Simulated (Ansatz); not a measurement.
# Run report: AlH₃ClF, molecular dynamics (part 4 of 4)

The same run, continued: AlH₃ClF; RKS B3LYP/def2-SVP (Ansatz 0.2.0). It belongs to a series of runs on one base structure; here: dynamics from the highest image of the converged band.

Geometry of the input (Å):
```
Al 0.0143  -0.2572  -0.0510
Cl 0.0168  0.0053  2.3448
H  1.4143  0.1733  -0.6202
H  -1.4115  0.0965  -0.6087
F  0.0617  -1.9514  0.6213
H  0.0498  -1.3626  1.7246
```

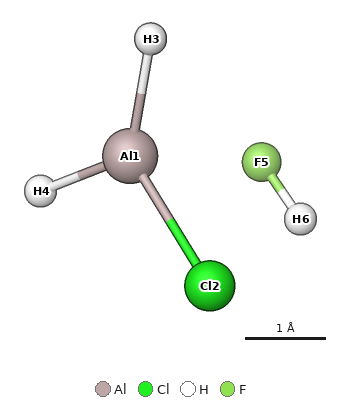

**Figure 1.** The geometry at step 161 of the log (ball-and-stick view, seen at a tilt; atoms are numbered from 1 in the order of the input).

Trajectory as extended XYZ, continued
```
6
Properties=species:S:1:pos:R:3:forces:R:3 step=122 time_fs=61.0 energy=-21880.02919 temperature=191.8
Al    0.0079   -0.1062    0.1321    0.4433  -0.1816  -0.7441
Cl    0.0178    0.0870    2.2321   -0.0907   0.0503   0.9476
H     1.4187    0.1876   -0.5439   -0.1944  -0.1540   0.0195
H    -1.3783    0.0331   -0.5775   -0.1620  -0.0760  -0.0796
F     0.0727   -2.2725    0.5788    0.1267   0.1428  -1.5981
H    -0.0589   -2.1802    1.4833   -0.1230   0.2184   1.4547
6
Properties=species:S:1:pos:R:3:forces:R:3 step=125 time_fs=62.5 energy=-21880.04300 temperature=217.3
Al    0.0081   -0.1048    0.1338    0.5207  -0.2609  -0.6804
Cl    0.0175    0.0917    2.2334   -0.0826   0.0341   0.9473
H     1.4235    0.1813   -0.5401   -0.2252  -0.1421   0.0179
H    -1.3798    0.0209   -0.5627   -0.2209  -0.0504  -0.1351
F     0.0727   -2.2807    0.5720   -0.0538   0.2858  -0.2922
H    -0.0596   -2.2066    1.5014    0.0618   0.1336   0.1426
6
Properties=species:S:1:pos:R:3:forces:R:3 step=128 time_fs=64.0 energy=-21880.02669 temperature=186.7
Al    0.0088   -0.1037    0.1349    0.4631  -0.3532  -0.6169
Cl    0.0172    0.0964    2.2353   -0.0739   0.0156   0.9312
H     1.4236    0.1719   -0.5360   -0.1941  -0.1147  -0.0101
H    -1.3860    0.0076   -0.5507   -0.2076  -0.0284  -0.1514
F     0.0726   -2.2886    0.5648   -0.2185   0.3784   0.9814
H    -0.0590   -2.2299    1.5228    0.2311   0.1022  -1.1341
6
Properties=species:S:1:pos:R:3:forces:R:3 step=131 time_fs=65.5 energy=-21880.02220 temperature=178.2
Al    0.0099   -0.1029    0.1356    0.2789  -0.4053  -0.5420
Cl    0.0168    0.1011    2.2378   -0.0629   0.0059   0.8767
H     1.4196    0.1601   -0.5321   -0.1103  -0.0811  -0.0618
H    -1.3965   -0.0064   -0.5419   -0.1214  -0.0150  -0.1316
F     0.0723   -2.2960    0.5586   -0.2232   0.3767   1.1695
H    -0.0537   -2.2510    1.5215    0.2389   0.1188  -1.3108
6
Properties=species:S:1:pos:R:3:forces:R:3 step=134 time_fs=67.0 energy=-21880.04160 temperature=214.6
Al    0.0112   -0.1024    0.1358    0.0196  -0.4113  -0.4531
Cl    0.0164    0.1058    2.2408   -0.0497   0.0047   0.7843
H     1.4133    0.1466   -0.5296    0.0027  -0.0481  -0.1252
H    -1.4095   -0.0206   -0.5359    0.0100  -0.0080  -0.0897
F     0.0718   -2.3031    0.5537   -0.0741   0.3238   0.1553
H    -0.0436   -2.2695    1.4940    0.0915   0.1390  -0.2715
6
Properties=species:S:1:pos:R:3:forces:R:3 step=137 time_fs=68.5 energy=-21880.02603 temperature=185.3
Al    0.0125   -0.1022    0.1356   -0.2372  -0.4106  -0.3635
Cl    0.0159    0.1105    2.2442   -0.0358   0.0013   0.6759
H     1.4070    0.1320   -0.5298    0.1096  -0.0181  -0.1806
H    -1.4223   -0.0351   -0.5319    0.1444   0.0007  -0.0436
F     0.0712   -2.3097    0.5490    0.1144   0.2793  -1.3737
H    -0.0315   -2.2850    1.4617   -0.0954   0.1474   1.2854
6
Properties=species:S:1:pos:R:3:forces:R:3 step=140 time_fs=70.0 energy=-21880.02111 temperature=176.0
Al    0.0136   -0.1024    0.1352   -0.4139  -0.4485  -0.2926
Cl    0.0155    0.1152    2.2481   -0.0226  -0.0116   0.5763
H     1.4031    0.1170   -0.5339    0.1727   0.0088  -0.2068
H    -1.4321   -0.0495   -0.5288    0.2427   0.0187  -0.0081
F     0.0706   -2.3161    0.5427    0.1215   0.2963  -1.4719
H    -0.0212   -2.2974    1.4546   -0.1004   0.1364   1.4031
6
Properties=species:S:1:pos:R:3:forces:R:3 step=143 time_fs=71.5 energy=-21880.03747 temperature=206.6
Al    0.0144   -0.1029    0.1345   -0.4608  -0.5216  -0.2457
Cl    0.0150    0.1199    2.2524   -0.0098  -0.0338   0.4880
H     1.4027    0.1022   -0.5423    0.1672   0.0298  -0.1915
H    -1.4367   -0.0635   -0.5259    0.2801   0.0449   0.0063
F     0.0702   -2.3220    0.5350   -0.0206   0.3492   0.0575
H    -0.0128   -2.3069    1.4748    0.0439   0.1316  -0.1146
6
Properties=species:S:1:pos:R:3:forces:R:3 step=146 time_fs=73.0 energy=-21880.02079 temperature=175.4
Al    0.0148   -0.1039    0.1336   -0.3720  -0.5790  -0.2071
Cl    0.0145    0.1246    2.2570    0.0033  -0.0587   0.3921
H     1.4058    0.0880   -0.5547    0.0949   0.0403  -0.1371
H    -1.4354   -0.0765   -0.5229    0.2490   0.0709  -0.0053
F     0.0698   -2.3276    0.5272   -0.1004   0.3907   1.2450
H    -0.0035   -2.3135    1.4933    0.1253   0.1358  -1.2875
6
Properties=species:S:1:pos:R:3:forces:R:3 step=149 time_fs=74.5 energy=-21880.02457 temperature=182.6
Al    0.0149   -0.1053    0.1326   -0.1826  -0.5814  -0.1567
Cl    0.0140    0.1292    2.2617    0.0170  -0.0781   0.2733
H     1.4109    0.0747   -0.5701   -0.0172   0.0398  -0.0587
H    -1.4289   -0.0880   -0.5200    0.1573   0.0890  -0.0412
F     0.0693   -2.3328    0.5208   -0.0735   0.4091   1.2077
H     0.0082   -2.3172    1.4861    0.0990   0.1217  -1.2245
6
Properties=species:S:1:pos:R:3:forces:R:3 step=152 time_fs=76.0 energy=-21880.04057 temperature=212.5
Al    0.0149   -0.1072    0.1314    0.0463  -0.5359  -0.0871
Cl    0.0135    0.1338    2.2667    0.0305  -0.0927   0.1361
H     1.4156    0.0622   -0.5868   -0.1294   0.0337   0.0238
H    -1.4190   -0.0976   -0.5181    0.0271   0.0980  -0.0912
F     0.0687   -2.3375    0.5157    0.0125   0.4000  -0.0319
H     0.0220   -2.3183    1.4545    0.0130   0.0969   0.0502
6
Properties=species:S:1:pos:R:3:forces:R:3 step=155 time_fs=77.5 energy=-21880.01809 temperature=170.3
Al    0.0149   -0.1095    0.1302    0.2443  -0.4906  -0.0103
Cl    0.0130    0.1384    2.2717    0.0426  -0.1111   0.0022
H     1.4176    0.0505   -0.6029   -0.2063   0.0310   0.0931
H    -1.4086   -0.1051   -0.5181   -0.1062   0.1033  -0.1380
F     0.0681   -2.3417    0.5105    0.0689   0.3762  -1.4499
H     0.0362   -2.3173    1.4245   -0.0432   0.0911   1.5029
6
Properties=species:S:1:pos:R:3:forces:R:3 step=158 time_fs=79.0 energy=-21880.02138 temperature=176.1
Al    0.0152   -0.1122    0.1289    0.3485  -0.4925   0.0544
Cl    0.0126    0.1428    2.2768    0.0528  -0.1393  -0.1084
H     1.4153    0.0394   -0.6171   -0.2256   0.0387   0.1369
H    -1.4003   -0.1104   -0.5211   -0.2013   0.1111  -0.1615
F     0.0676   -2.3455    0.5038    0.0457   0.4027  -1.0853
H     0.0495   -2.3143    1.4236   -0.0202   0.0794   1.1640
6
Properties=species:S:1:pos:R:3:forces:R:3 step=161 time_fs=80.5 energy=-21880.02863 temperature=189.6
Al    0.0156   -0.1153    0.1277    0.3206  -0.5322   0.1008
Cl    0.0122    0.1472    2.2818    0.0614  -0.1762  -0.1987
H     1.4082    0.0292   -0.6284   -0.1810   0.0550   0.1486
H    -1.3963   -0.1133   -0.5275   -0.2254   0.1201  -0.1479
F     0.0672   -2.3489    0.4960    0.0267   0.4934   0.5388
H     0.0624   -2.3097    1.4457   -0.0023   0.0399  -0.4416
6
Properties=species:S:1:pos:R:3:forces:R:3 step=164 time_fs=82.0 energy=-21880.00784 temperature=150.5
Al    0.0164   -0.1188    0.1266    0.1618  -0.5559   0.1396
Cl    0.0118    0.1515    2.2866    0.0687  -0.2133  -0.2885
H     1.3972    0.0202   -0.6366   -0.0818   0.0716   0.1281
H    -1.3970   -0.1136   -0.5370   -0.1713   0.1232  -0.0968
F     0.0667   -2.3516    0.4887    0.0465   0.5740   1.4953
H     0.0752   -2.3042    1.4594   -0.0239   0.0004  -1.3776
6
Properties=species:S:1:pos:R:3:forces:R:3 step=167 time_fs=83.5 energy=-21880.01522 temperature=164.3
Al    0.0172   -0.1228    0.1256   -0.0827  -0.5245   0.1823
Cl    0.0115    0.1557    2.2913    0.0745  -0.2419  -0.3909
H     1.3846    0.0127   -0.6420    0.0488   0.0817   0.0842
H    -1.4014   -0.1113   -0.5486   -0.0616   0.1150  -0.0212
F     0.0664   -2.3537    0.4831    0.0628   0.5901   1.1888
H     0.0874   -2.2986    1.4456   -0.0418  -0.0204  -1.0431
6
Properties=species:S:1:pos:R:3:forces:R:3 step=170 time_fs=85.0 energy=-21880.02090 temperature=174.5
Al    0.0180   -0.1272    0.1247   -0.3381  -0.4462   0.2265
Cl    0.0112    0.1597    2.2958    0.0787  -0.2640  -0.4992
H     1.3730    0.0069   -0.6456    0.1762   0.0834   0.0352
H    -1.4070   -0.1065   -0.5606    0.0631   0.0972   0.0591
F     0.0661   -2.3552    0.4787    0.0317   0.5235  -0.2098
H     0.0989   -2.2935    1.4112   -0.0116   0.0062   0.3882
6
Properties=species:S:1:pos:R:3:forces:R:3 step=173 time_fs=86.5 energy=-21879.99381 temperature=123.6
Al    0.0186   -0.1319    0.1240   -0.5255  -0.3699   0.2547
Cl    0.0110    0.1635    2.2999    0.0817  -0.2895  -0.5921
H     1.3652    0.0029   -0.6485    0.2622   0.0799   0.0044
H    -1.4113   -0.0996   -0.5713    0.1625   0.0770   0.1258
F     0.0658   -2.3560    0.4740   -0.0279   0.4502  -1.4014
H     0.1101   -2.2881    1.3849    0.0469   0.0522   1.6085
6
Properties=species:S:1:pos:R:3:forces:R:3 step=176 time_fs=88.0 energy=-21880.00318 temperature=140.7
Al    0.0187   -0.1370    0.1236   -0.5887  -0.3362   0.2528
Cl    0.0108    0.1672    2.3037    0.0843  -0.3242  -0.6538
H     1.3628    0.0007   -0.6512    0.2794   0.0739   0.0093
H    -1.4122   -0.0911   -0.5794    0.2090   0.0610   0.1659
F     0.0655   -2.3564    0.4680   -0.0016   0.5227  -0.6786
H     0.1222   -2.2818    1.3898    0.0176   0.0028   0.9043
6
Properties=species:S:1:pos:R:3:forces:R:3 step=179 time_fs=89.5 energy=-21880.00354 temperature=141.3
Al    0.0183   -0.1423    0.1233   -0.5123  -0.3268   0.2320
Cl    0.0107    0.1706    2.3070    0.0862  -0.3651  -0.6922
H     1.3664    0.0000   -0.6536    0.2231   0.0626   0.0514
H    -1.4087   -0.0812   -0.5840    0.1919   0.0484   0.1719
F     0.0652   -2.3561    0.4612    0.1032   0.6774   0.8883
H     0.1346   -2.2755    1.4129   -0.0922  -0.0966  -0.6514
6
Properties=species:S:1:pos:R:3:forces:R:3 step=182 time_fs=91.0 energy=-21879.98595 temperature=108.2
Al    0.0175   -0.1479    0.1232   -0.3227  -0.2891   0.2217
Cl    0.0106    0.1739    2.3100    0.0861  -0.4006  -0.7282
H     1.3747    0.0007   -0.6549    0.1147   0.0410   0.1153
H    -1.4011   -0.0703   -0.5849    0.1160   0.0345   0.1428
F     0.0650   -2.3551    0.4554    0.1680   0.7592   1.6099
H     0.1450   -2.2712    1.4233   -0.1621  -0.1449  -1.3614
6
Properties=species:S:1:pos:R:3:forces:R:3 step=185 time_fs=92.5 energy=-21879.99960 temperature=133.9
Al    0.0165   -0.1537    0.1233   -0.0760  -0.1969   0.2448
Cl    0.0106    0.1769    2.3125    0.0828  -0.4224  -0.7728
H     1.3855    0.0022   -0.6537   -0.0094   0.0094   0.1779
H    -1.3911   -0.0587   -0.5828   -0.0002   0.0169   0.0855
F     0.0650   -2.3532    0.4513    0.1307   0.7208   1.1043
H     0.1521   -2.2700    1.4065   -0.1279  -0.1277  -0.8397
6
Properties=species:S:1:pos:R:3:forces:R:3 step=188 time_fs=94.0 energy=-21880.00235 temperature=138.8
Al    0.0155   -0.1596    0.1236    0.1601  -0.0756   0.2999
Cl    0.0106    0.1796    2.3145    0.0769  -0.4351  -0.8176
H     1.3960    0.0039   -0.6487   -0.1127  -0.0249   0.2192
H    -1.3812   -0.0466   -0.5789   -0.1253  -0.0018   0.0170
F     0.0652   -2.3504    0.4484   -0.0115   0.5890  -0.3588
H     0.1567   -2.2713    1.3732    0.0125  -0.0516   0.6405
6
Properties=species:S:1:pos:R:3:forces:R:3 step=191 time_fs=95.5 energy=-21879.98191 temperature=100.6
Al    0.0145   -0.1657    0.1241    0.3212   0.0150   0.3631
Cl    0.0107    0.1821    2.3161    0.0703  -0.4502  -0.8422
H     1.4043    0.0052   -0.6390   -0.1687  -0.0506   0.2276
H    -1.3739   -0.0347   -0.5746   -0.2205  -0.0172  -0.0401
F     0.0653   -2.3470    0.4451   -0.1237   0.5049  -1.3348
H     0.1614   -2.2739    1.3530    0.1214  -0.0019   1.6264
6
Properties=species:S:1:pos:R:3:forces:R:3 step=194 time_fs=97.0 energy=-21880.00109 temperature=136.5
Al    0.0138   -0.1717    0.1249    0.3618   0.0398   0.4110
Cl    0.0108    0.1843    2.3171    0.0644  -0.4730  -0.8355
H     1.4090    0.0053   -0.6245   -0.1651  -0.0607   0.2000
H    -1.3712   -0.0231   -0.5711   -0.2518  -0.0290  -0.0661
F     0.0653   -2.3431    0.4405   -0.0343   0.5771  -0.4101
H     0.1685   -2.2766    1.3644    0.0250  -0.0542   0.7007
6
Properties=species:S:1:pos:R:3:forces:R:3 step=197 time_fs=98.5 energy=-21880.00212 temperature=138.7
Al    0.0134   -0.1777    0.1261    0.2714   0.0329   0.4418
Cl    0.0110    0.1862    2.3176    0.0582  -0.4981  -0.8086
H     1.4102    0.0041   -0.6057   -0.1048  -0.0579   0.1389
H    -1.3738   -0.0121   -0.5689   -0.2061  -0.0440  -0.0553
F     0.0653   -2.3384    0.4354    0.1295   0.6641   1.0726
H     0.1759   -2.2805    1.3900   -0.1483  -0.0970  -0.7894
6
Properties=species:S:1:pos:R:3:forces:R:3 step=200 time_fs=100.0 energy=-21879.99143 temperature=118.8
Al    0.0132   -0.1837    0.1276    0.0814   0.0558   0.4678
Cl    0.0112    0.1878    2.3176    0.0496  -0.5132  -0.7819
H     1.4092    0.0018   -0.5840   -0.0052  -0.0506   0.0539
H    -1.3808   -0.0021   -0.5679   -0.0987  -0.0691  -0.0178
F     0.0654   -2.3330    0.4315    0.1923   0.6597   1.6343
H     0.1803   -2.2864    1.4002   -0.2192  -0.0826  -1.3562
```
